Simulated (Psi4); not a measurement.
# B2PLYP/def2-TZVPD (density fitting, density fitting for correlation, sweep point 7) run of B2H2F2 (SMILES BB(F)F)

What is the vertical singlet–triplet gap of B2H2F2 at B2PLYP/def2-TZVPD (density fitting, density fitting for correlation, sweep point 7)? 

The results are computed with Psi4 1.11.

4 further runs of the same task are left out: 4 set aside as unsound or not needed.

## 1. The molecule

B2H2F2 has 6 atoms, charge 0, and is taken as a singlet. SMILES: `BB(F)F`. Geometry: relaxed at GFN2-xTB.

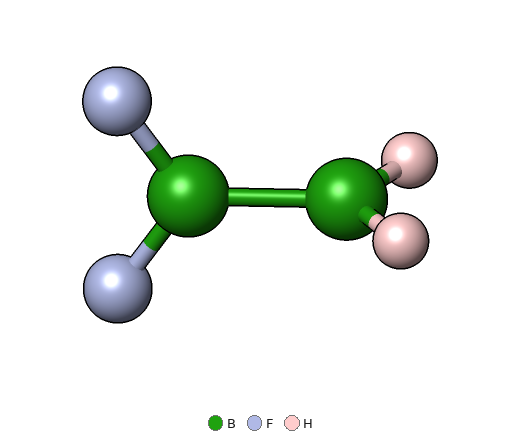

Viewed from a chosen angle; boron green, fluorine light blue, hydrogen pink.

## 2. The energy at B2PLYP/def2-TZVPD (density fitting, density fitting for correlation, sweep point 7)

File calc.py:

```python
import psi4

psi4.set_memory('1600 MB')
psi4.set_num_threads(1)
psi4.core.set_output_file('psi4.out', False)

geom = psi4.geometry("""
0 1
B     -0.384060     0.723310    -0.312960
B      0.345050    -0.650110     0.286370
F      0.646000    -1.713150    -0.448520
F      0.700630    -0.821130     1.551970
H     -1.545580     0.840870    -0.348270
H      0.237960     1.620200    -0.728600
units angstrom
symmetry c1
""")

psi4.set_options({
    'puream': True,
    'scf_type': 'df',
    'num_frozen_docc': 4,
    'dft_radial_points': 150,
    'dft_spherical_points': 974,
})

e, wfn = psi4.energy('b2plyp/def2-TZVPD', molecule=geom, return_wfn=True)
print(f'total energy {e:.8f} hartree = {e * 27.211386:.5f} eV')
```

Started as:

```bash
$ python calc.py
```

psi4.out:

```text
[...]
  Running in c1 symmetry.
[...]
  Nuclear repulsion =   93.948527783027771
[...]
  Multiplicity = 1
[...]
  Nalpha       = 15
  Nbeta        = 15
[...]
    Number of basis functions: 172
[...]
   @DF-RKS iter   1:  -250.32449189166405   -9.21507e-01   2.67707e-03 DIIS/ADIIS
[...]
   @DF-RKS iter   7:  -250.39753839648654   -2.55243e-08   5.99605e-07 DIIS
[...]
    Orbital Energies [Eh]
    ---------------------
    Doubly Occupied:
       1A    -25.372312     2A    -25.371908     3A     -7.201338
       4A     -7.125575     5A     -1.409531     6A     -1.372132
       7A     -0.689772     8A     -0.638806     9A     -0.624861
      10A     -0.585160    11A     -0.565439    12A     -0.528815
      13A     -0.513345    14A     -0.437976    15A     -0.405976
[...]
  @DF-RKS Final Energy:  -250.39753839648654
   => Energetics <=
    Nuclear Repulsion Energy =             93.9485277830277710
    One-Electron Energy =                -532.7165508414732358
    Two-Electron Energy =                 202.6767139940885158
    DFT Exchange-Correlation Energy =     -14.3062293321295808
    Empirical Dispersion Energy =           0.0000000000000000
    VV10 Nonlocal Energy =                  0.0000000000000000
    Total Energy =                       -250.3975383964865387
[...]
 Multipole Moments:
 ------------------------------------------------------------------------------------
     Multipole            Electronic (a.u.)      Nuclear  (a.u.)        Total (a.u.)
 ------------------------------------------------------------------------------------
 L = 1.  Multiply by 2.5417464519 to convert [e a0] to [Debye]
 Dipole X            :          1.4379970           -1.7215616           -0.2835646
 Dipole Y            :         -2.7061576            3.2402094            0.5340517
 Dipole Z            :          1.1932325           -1.4191869           -0.2259544
 Magnitude           :                                                    0.6455041
[...]
```

On the terminal:

```text
total energy -250.61707052 hartree = -6819.63784 eV
```

Run time: 73 s. Hardware: 1 thread of Intel Xeon at 2.70GHz, shared host; peak memory 1.2 GiB.

## 3. The triplet

File calc.py:

```python
import psi4

psi4.set_memory('1600 MB')
psi4.set_num_threads(1)
psi4.set_output_file('psi4.out', False)

geom = psi4.geometry("""
0 3
B     -0.384060     0.723310    -0.312960
B      0.345050    -0.650110     0.286370
F      0.646000    -1.713150    -0.448520
F      0.700630    -0.821130     1.551970
H     -1.545580     0.840870    -0.348270
H      0.237960     1.620200    -0.728600
symmetry c1
""")

options = {'reference': 'uks', 'puream': True, 'scf_type': 'df', 'num_frozen_docc': 4, 'dft_radial_points': 150, 'dft_spherical_points': 974, 'maxiter': 150}
psi4.set_options(options)

e_tot, wfn = psi4.energy('b2plyp/def2-TZVPD', return_wfn=True)
print(f'total energy {e_tot:.8f} hartree = {e_tot * 27.211386:.5f} eV')
for k, v in sorted(psi4.core.scalar_variables().items()):
    print(f'{k:45s} {v:18.10f}')
```

Started as:

```bash
$ python calc.py
```

psi4.out:

```text
[...]
  Running in c1 symmetry.
[...]
  Nuclear repulsion =   93.948527783027771
[...]
  Multiplicity = 3
[...]
  Nalpha       = 16
  Nbeta        = 14
[...]
    Number of basis functions: 172
[...]
   @DF-UKS iter   1:  -250.14782674414829   -7.44842e-01   2.55273e-03 ADIIS/DIIS
[...]
   @DF-UKS iter   9:  -250.22832742542320   -4.07339e-08   4.85488e-07 DIIS
[...]
   @S^2 Observed:                2.006195262E+00
[...]
    Orbital Energies [Eh]
    ---------------------
    Alpha Occupied:
       1A    -25.420184     2A    -25.419643     3A     -7.307212
       4A     -7.108385     5A     -1.456478     6A     -1.418940
       7A     -0.747230     8A     -0.694574     9A     -0.676338
      10A     -0.627189    11A     -0.602206    12A     -0.568683
      13A     -0.556534    14A     -0.476310    15A     -0.443748
      16A     -0.238838
    Alpha Virtual:
      17A     -0.001692    18A      0.016925    19A      0.041533
      20A      0.081274    21A      0.090162    22A      0.095249
      23A      0.104023    24A      0.117937    25A      0.119190
[...]
  @DF-UKS Final Energy:  -250.22832742542320
   => Energetics <=
    Nuclear Repulsion Energy =             93.9485277830277710
    One-Electron Energy =                -531.5602031822747904
    Two-Electron Energy =                 201.6483911487455316
    DFT Exchange-Correlation Energy =     -14.2650431749217255
    Empirical Dispersion Energy =           0.0000000000000000
    VV10 Nonlocal Energy =                  0.0000000000000000
    Total Energy =                       -250.2283274254232026
[...]
 Multipole Moments:
 ------------------------------------------------------------------------------------
     Multipole            Electronic (a.u.)      Nuclear  (a.u.)        Total (a.u.)
 ------------------------------------------------------------------------------------
 L = 1.  Multiply by 2.5417464519 to convert [e a0] to [Debye]
 Dipole X            :          1.7410511           -1.7215616            0.0194895
 Dipole Y            :         -3.2782001            3.2402094           -0.0379907
 Dipole Z            :          1.4377132           -1.4191869            0.0185263
 Magnitude           :                                                    0.0465441
[...]
```

Standard output:

```text
total energy -250.44955610 hartree = -6815.07954 eV
B2PLYP DOUBLE-HYBRID CORRECTION ENERGY             -0.2212286724
B2PLYP TOTAL ENERGY                              -250.4495560978
CURRENT ENERGY                                   -250.4495560978
CURRENT REFERENCE ENERGY                         -250.2283274254
DD SOLVATION ENERGY                                 0.0000000000
DFT FUNCTIONAL TOTAL ENERGY                      -250.2283274254
DFT TOTAL ENERGY                                 -250.4495560978
DFT VV10 ENERGY                                     0.0000000000
DFT XC ENERGY                                     -14.2650431749
DOUBLE-HYBRID CORRECTION ENERGY                    -0.2212286724
GRID ELECTRONS ALPHA                               15.9999999761
GRID ELECTRONS BETA                                13.9999999727
GRID ELECTRONS TOTAL                               29.9999999488
NUCLEAR REPULSION ENERGY                           93.9485277830
ONE-ELECTRON ENERGY                              -531.5602031823
PCM POLARIZATION ENERGY                             0.0000000000
PE ENERGY                                           0.0000000000
SCF ITERATION ENERGY                             -250.2283274254
SCF ITERATIONS                                      9.0000000000
SCF TOTAL ENERGY                                 -250.2283274254
TWO-ELECTRON ENERGY                               201.6483911487
XC GRID RADIAL POINTS                             150.0000000000
XC GRID SPHERICAL POINTS                          974.0000000000
XC GRID TOTAL POINTS                           842370.0000000000
```

It took 2.5 min on 1 thread of Intel Xeon at 2.70GHz, shared host; peak memory 1.2 GiB.

## 4. What came out

Level: B2PLYP/def2-TZVPD (density fitting, density fitting for correlation, sweep point 7), 4 core orbitals frozen.

| quantity | value |
| --- | --- |
| singlet: total energy | -250.61707 Eh |
| singlet: HOMO energy (SCF part's orbitals) | -11.05 eV |
| singlet: LUMO energy (SCF part's orbitals) | -1.16 eV |
| singlet: HOMO–LUMO gap (SCF part's orbitals) | 9.89 eV |
| triplet: total energy | -250.44956 Eh |
| triplet: HOMO energy (SCF part's orbitals) (highest over α and β) | -6.50 eV |
| triplet: LUMO energy (SCF part's orbitals) (lowest over α and β) | -5.58 eV |
| triplet: ⟨S²⟩ | 2.006 |
| vertical energy of the triplet above the singlet | 4.558 eV |

What this shows: At this shape the triplet lies 4.56 eV (105 kcal/mol) above the singlet.
